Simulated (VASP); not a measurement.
Band structure of P (black). All values below come from PBE GGA with D3 dispersion (Becke-Johnson damping), VASP's PBE PAW potentials (set 64) (plane waves; VASP).

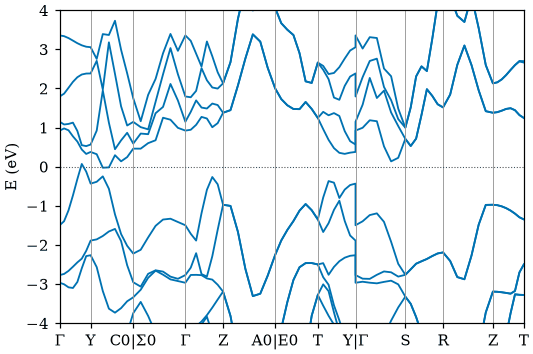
Figure: Bands along high-symmetry lines, zero at the valence-band maximum or, without a gap, the Fermi level

Q: Read the plot: is there a gap, and where are the band edges?

A: It has no gap at this level: it comes out as a metal or semimetal. (Edges off the drawn lines would not show.)

Measured: gap 0.35 eV (computed value off by -0.35 eV), as given by Das et al., (2018), arXiv:1807.05623.

The compound is P in the black structure. It was relaxed first, which changed the volume by -8 %.
